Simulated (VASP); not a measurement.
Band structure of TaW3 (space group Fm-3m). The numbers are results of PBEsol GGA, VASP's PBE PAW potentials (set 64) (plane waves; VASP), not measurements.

Unless said otherwise, spin-orbit coupling is left out, though it shifts the bands of the heavy elements here.

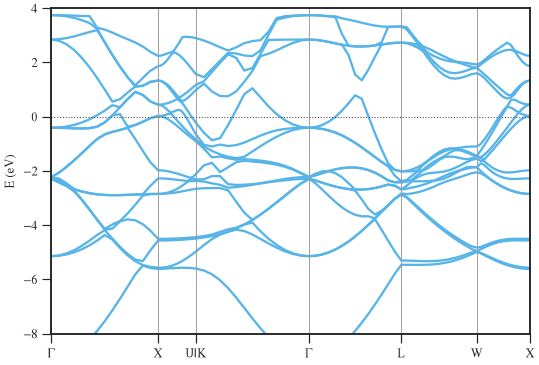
Figure: Bands along high-symmetry lines, zero at the valence-band maximum or, without a gap, the Fermi level

Task: Read the plot: is there a gap, and where are the band edges?

Result: It has no gap at this level: it comes out as a metal or semimetal. (Edges off the drawn lines would not show.)

The structure comes from a computed database's TaW3 entry (Fm-3m); how it stands against other phases isn't given here. It was relaxed first. The electron count is odd and the run is not spin-polarised, which forces a metal.
